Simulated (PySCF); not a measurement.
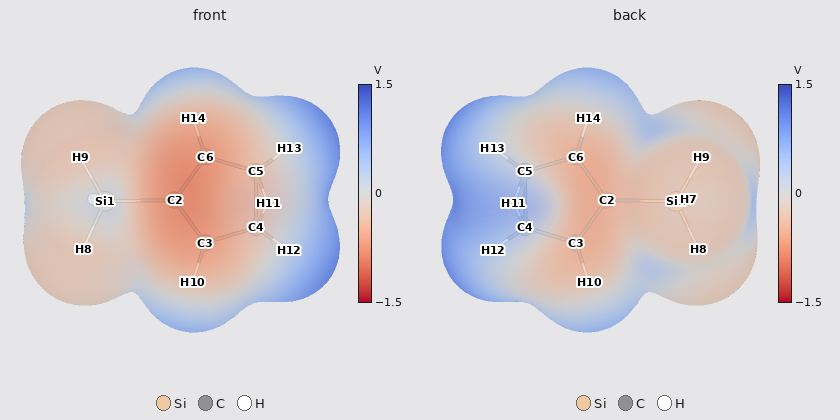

The picture shows: C5H8Si. The molecular electrostatic potential painted on the density surface at 0.001 e/bohr³, seen from the front and from behind; red is negative and blue positive.

Geometry: B3LYP-D3(BJ)/def2-SVP.

The calculation used PySCF, PBE0/pcSseg-1, SCF density, gas phase, non-relativistic.

```yaml
atoms:
  - { symbol: Si, position_ang: [2.1815, 0.6897, 0.4119] }
  - { symbol: C, position_ang: [0.3951, 0.2120, 0.1356] }
  - { symbol: C, position_ang: [-0.3885, 0.5871, -0.9783] }
  - { symbol: C, position_ang: [-1.6512, -0.0332, -0.8847] }
  - { symbol: C, position_ang: [-1.6361, -0.8401, 0.3688] }
  - { symbol: C, position_ang: [-0.3656, -0.6538, 0.9519] }
  - { symbol: H, position_ang: [3.1217, -0.3752, -0.0549] }
  - { symbol: H, position_ang: [2.4905, 1.9394, -0.3434] }
  - { symbol: H, position_ang: [2.4404, 0.9173, 1.8645] }
  - { symbol: H, position_ang: [-0.0693, 1.2289, -1.7992] }
  - { symbol: H, position_ang: [-1.4482, -1.3310, -0.8322] }
  - { symbol: H, position_ang: [-2.5347, 0.1316, -1.5011] }
  - { symbol: H, position_ang: [-2.5078, -1.3405, 0.7902] }
  - { symbol: H, position_ang: [-0.0278, -1.1323, 1.8710] }
```

Q: Which sites attract a positive test charge, and which a negative one?

A: A positive charge is drawn to the negative regions and a negative charge to the positive ones. The most negative region (about −0.9 V, or −21 kcal/mol for a unit charge) lies over the π face of C2, C3 and C6, the most positive (about +1.0 V, or +23 kcal/mol for a unit charge) over the C and H atoms.

Q: How polar is the molecule by this calculation?

A: Its dipole moment is 2.23 D.
